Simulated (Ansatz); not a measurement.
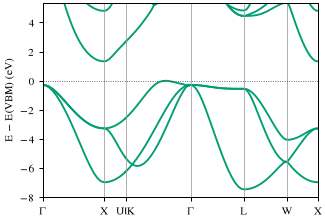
*Band structure from r²SCAN in the plane-wave PAW code Ansatz*

Problem. Read off the gap and where the band edges lie.

Solution. About 1.3 eV (1.33 eV by a search for the band edges); maximum on the K–Γ line, 61 % of the way from K, minimum at X.

Problem. Which of these materials gives this?
A. BeS, rock salt
B. PbS, rock salt
C. GaP, zinc blende
D. ZnSe, zinc blende

Solution. A, BeS, rock salt

Space group Fm-3m (rock salt). The start of the workflow was typed in or built on a structure type; neither database checked (COD, Materials Project) lists it. COD files the formula under space group No. 216, so this cell is another polymorph or a model. Its standing as an ambient phase is unchecked. Symmetry was held in the r²SCAN relaxation; its stability against distortions is not shown here.

Potentials: the earlier of the program's two PAW sets.
